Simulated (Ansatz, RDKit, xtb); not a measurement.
# Isomers of C5H5NOSi, a sample narrowed down, part 2 of 2

A sample of isomers of C5H5NOSi is drawn. Aim: find which of them has the lowest free energy at 298.15 K, then its properties. The sample is small against all isomers, and the most stable one of this formula need not be in it.

xtb, Ansatz and PySCF; isolated molecules.

## Step 10: c743a at MP2/def2-TZVPP

The input, input.yaml:

```yaml
crystal:
  periodic: [false, false, false]
  atoms:
    - symbol: C
      position_ang: [-1.669833, 3.089478, 2.126911]
    - symbol: C
      position_ang: [-0.719443, 2.516130, 1.239836]
    - symbol: C
      position_ang: [0.584994, 2.903255, 1.079446]
    - symbol: C
      position_ang: [0.265136, 1.246037, -0.287438]
    - symbol: C
      position_ang: [-0.940620, 1.410277, 0.330795]
    - symbol: "N"
      position_ang: [-2.460564, 3.542942, 2.843768]
    - symbol: O
      position_ang: [1.177426, 2.136424, 0.158105]
    - symbol: Si
      position_ang: [-2.502850, 0.421010, 0.049239]
    - symbol: H
      position_ang: [1.185865, 3.680240, 1.544576]
    - symbol: H
      position_ang: [0.612700, 0.551377, -1.048384]
    - symbol: H
      position_ang: [-3.599191, 1.311134, -0.430335]
    - symbol: H
      position_ang: [-2.929158, -0.242979, 1.314765]
    - symbol: H
      position_ang: [-2.197754, -0.609703, -0.986112]
basis:
  gaussian: {orbitals: def2-TZVPP}
correlation: {method: mp2, frozen_orbitals: {C: 1, "N": 1, Si: 5, O: 1, H: 0}}
```

Started as:

```console
ansatz run input.yaml --threads 2 --pin off --max-ram 5220MiB --events-out events.jsonl --progress --plain --runs-dir runs
```

What it wrote:

```text
Warning: RAYON_NUM_THREADS=2 ignored (pool sized by the plan → 2); use --threads N
Functional definition: HF
  name "HF"
  exchange = exact_x
  correlation = 0
2014 factors; integrals over basis functions are off by at most 7.9e-4 eV
mean field evaluation 1: about -16609.4961 eV, gradient 4.1e1 eV
mean field evaluation 2: about -16610.0584 eV, gradient 4.1e1 eV
mean field evaluation 4: about -16614.8255 eV, gradient 7.6e0 eV
mean field evaluation 8: about -16614.9997 eV, gradient 6.1e-1 eV
mean field evaluation 16: about -16615.0011 eV, gradient 1.9e-6 eV
mean field -16615.00107104 eV, -610.5900273084 hartree, gradient 1.9e-6 eV, S^2 0.000000; 0 other end points of the search recorded, 0 dependent functions left out; unrestricted orbitals would lower it
12 core orbitals not correlated: weight in the atoms' cores, before any rotation towards them, 1.000 or more for the frozen orbitals, at most 0.000 for the correlated occupied ones
reference -16615.00107104 eV, -610.5900273084 hartree; 20, 20 occupied and 297, 297 virtual orbitals, 2014 factors
second order -35.70153226 eV of doubles, -0.00000000 eV of singles
Total energy: -16650.70260330 eV, -611.9020344198 hartree
```

It took 37 s on 2 threads of Intel Xeon at 2.50GHz (Skylake/Cascade Lake), shared host; peak memory 1.1 GiB.

## Step 11: c133a at CCSD(T)/def2-SVP

The input, input.yaml:

```yaml
crystal:
  periodic: [false, false, false]
  atoms:
    - {symbol: C, position_ang: [0.025471, 2.678819, 3.233351]}
    - {symbol: C, position_ang: [-0.423824, 2.429555, 1.909031]}
    - {symbol: C, position_ang: [-0.431993, 3.321188, 0.864894]}
    - {symbol: C, position_ang: [-1.250987, 1.448218, 0.065263]}
    - {symbol: C, position_ang: [-0.960018, 1.208286, 1.380011]}
    - {symbol: N, position_ang: [0.390404, 2.874702, 4.316315]}
    - {symbol: O, position_ang: [-0.921700, 2.742762, -0.229781]}
    - {symbol: Si, position_ang: [-1.970714, 0.368763, -1.284922]}
    - {symbol: H, position_ang: [-0.123208, 4.360728, 0.787363]}
    - {symbol: H, position_ang: [-1.004882, 0.237983, -2.414171]}
    - {symbol: H, position_ang: [-3.242604, 0.957247, -1.795852]}
    - {symbol: H, position_ang: [-2.227887, -0.963001, -0.667334]}
    - {symbol: H, position_ang: [-1.105022, 0.276610, 1.921622]}
basis:
  gaussian:
    orbitals: def2-SVP
correlation:
  method: ccsd_t
  frozen_orbitals: {C: 1, "N": 1, Si: 5, O: 1, H: 0}
```

Started as:

```console
ansatz run input.yaml --threads 2 --pin off --max-ram 5220MiB --events-out events.jsonl --progress --plain --runs-dir runs
```

What it wrote, cut to the lines that bear on the results:

```text
Warning: RAYON_NUM_THREADS=2 ignored (pool sized by the plan → 2); use --threads N
[... 2 set-up lines as earlier in the session ...]
[...]
1427 factors; integrals over basis functions are off by at most 1.3e-3 eV
[...]
mean field -16602.18329755 eV, -610.1189828210 hartree, gradient 1.4e-6 eV, S^2 0.000000; 0 other end points of the search recorded, 0 dependent functions left out; unrestricted orbitals would lower it
12 core orbitals not correlated: weight in the atoms' cores, before any rotation towards them, 1.000 or more for the frozen orbitals, at most 0.000 for the correlated occupied ones
reference -16602.18329755 eV, -610.1189828210 hartree; 20, 20 occupied and 109, 109 virtual orbitals, 1427 factors
second order -29.17749341 eV of doubles, -0.00000000 eV of singles
cycle   1  -29.09750205 eV  change    8.0e-2 eV  update   1.5e-1
[...]
cycle  10  -30.28247825 eV  change    2.9e-5 eV  update   2.2e-5
perturbative correction -1.28006436 eV, -0.0470414975 hartree
Total energy: -16633.74584016 eV, -611.2788848681 hartree
```

Run time: 74 s. Hardware: 2 threads of Intel Xeon at 2.50GHz (Skylake/Cascade Lake), shared host; peak memory 1.1 GiB.

For c743a, c133a, c698a, c753a, c049a, c389a the log finds that unrestricted Hartree-Fock orbitals lie lower, a sign to watch the closed-shell reference there.

## Step 12: Putting it together

Energies in kcal/mol from c743a; G adds the thermal terms to the CCSD(T)/def2-SVP + MP2/def2-TZVPP - MP2/def2-SVP energy. The columns left of the relaxed level are at the tight-binding geometries.

```
label              SMILES     spin  GFN2-xTB  HF/STO-3G  r2SCAN-D4/def2-SVP  PBE0-D3(BJ)/def2-SVP  HF/def2-SVP  MP2/def2-SVP  CCSD(T)/def2-SVP + MP2/def2-TZVPP - MP2/def2-SVP    G  share at equilibrium     T1
c743a    N#Cc1cocc1[SiH3]  singlet       0.0        0.0                 0.0                   0.0          0.0           0.0                                               0.0  0.0                84.0 %  0.014
c133a  N#Cc1coc([SiH3])c1  singlet      -0.5       -0.8                 1.0                   1.3          0.9           1.6                                               1.3  1.2                11.4 %  0.014
c753a  N#Cc1cc([SiH3])co1  singlet       1.9        2.1                 2.1                   2.0          2.8           2.3                                               2.3  2.2                 1.9 %  0.015
c698a    N#Cc1ccoc1[SiH3]  singlet      -1.3       -1.1                 1.3                   1.7          2.4           1.7                                               1.7  2.3                 1.8 %  0.014
c389a  N#Cc1ccc([SiH3])o1  singlet       0.4        0.7                 2.1                   2.9          4.2           3.1                                               3.1  3.0                 0.6 %  0.014
c049a    N#Cc1occc1[SiH3]  singlet       1.2        1.7                 1.7                   2.2          4.2           2.3                                               2.6  3.3                 0.3 %  0.014
```

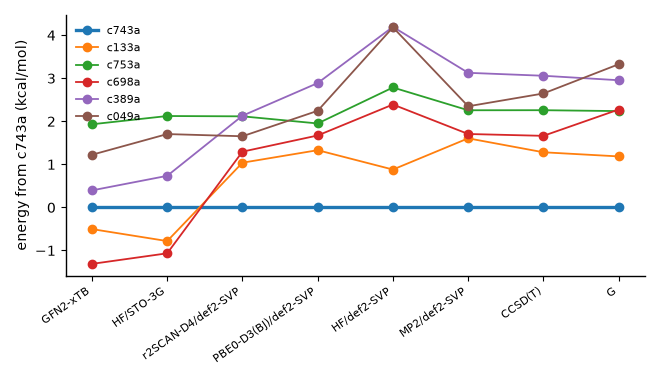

The finalists at each level, measured from c743a.

Lowest found: c743a, `N#Cc1cocc1[SiH3]`, a singlet. Bond lengths: C1–C2 1.421 Å, C2–C3 1.370 Å, C2–C5 1.449 Å, C4–C5 1.365 Å, C1–N6 1.160 Å, C3–O7 1.337 Å, C4–O7 1.350 Å, C5–Si8 1.870 Å, C3–H9 1.087 Å, C4–H10 1.087 Å, Si8–H11 1.491 Å, Si8–H12 1.491 Å, Si8–H13 1.492 Å. Some angles: C1–C2–C3 126.6°, C1–C2–C5 126.7°, C3–C2–C5 106.7°, C2–C1–N6 178.9°, C2–C3–O7 109.9°, C2–C5–C4 104.0°, C2–C5–Si8 128.7°, C4–C5–Si8 127.3°, C5–C4–O7 111.6°, C3–O7–C4 107.8°.

```xyz
13

C    -1.6698    3.0895    2.1269
C    -0.7194    2.5161    1.2398
C     0.5850    2.9033    1.0794
C     0.2651    1.2460   -0.2874
C    -0.9406    1.4103    0.3308
N    -2.4606    3.5429    2.8438
O     1.1774    2.1364    0.1581
Si   -2.5029    0.4210    0.0492
H     1.1859    3.6802    1.5446
H     0.6127    0.5514   -1.0484
H    -3.5992    1.3111   -0.4303
H    -2.9292   -0.2430    1.3148
H    -2.1978   -0.6097   -0.9861
```

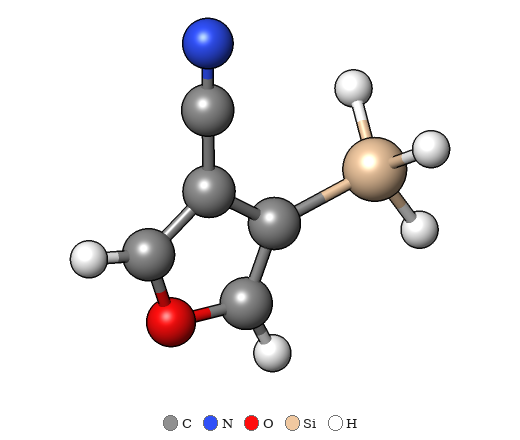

The lowest structure found, seen from a chosen angle (carbon grey, nitrogen blue, oxygen red, silicon light orange, hydrogen white).

## Step 13: Results

The summary covers parts 1 to 2.

| quantity | value |
| --- | --- |
| lowest structure found | N#Cc1cocc1[SiH3], singlet |
| next finalist | N#Cc1coc([SiH3])c1, singlet, 1.2 kcal/mol higher in G |
| share at equilibrium, among the finalists | 84.0 % |
| funnel | 6 starts, 6 minima at GFN2-xTB, 9 screening runs, 6 relaxed, 6 ranked |
| CPU time of all runs | 38 min |

What this shows: The lowest structure found is `N#Cc1cocc1[SiH3]`. Its margin of 1.2 kcal/mol is inside the likely error of CCSD(T)/def2-SVP + MP2/def2-TZVPP - MP2/def2-SVP with harmonic terms (about 1.5 kcal/mol), so the order of the first two is not settled. r2SCAN-D4/def2-SVP, PBE0-D3(BJ)/def2-SVP, HF/def2-SVP and MP2/def2-SVP already put its bonding pattern lowest among the structures in one piece; GFN2-xTB and HF/STO-3G favour the singlet N#Cc1ccoc1[SiH3]. The largest share of the time went into the final energies (55 %). The search is not exhaustive (a finite list of starts, one conformer a finalist), so a lower isomer can't be ruled out. Only 6 drawn patterns were tried, so whole families of isomers are missing, and the result ranks this sample alone.
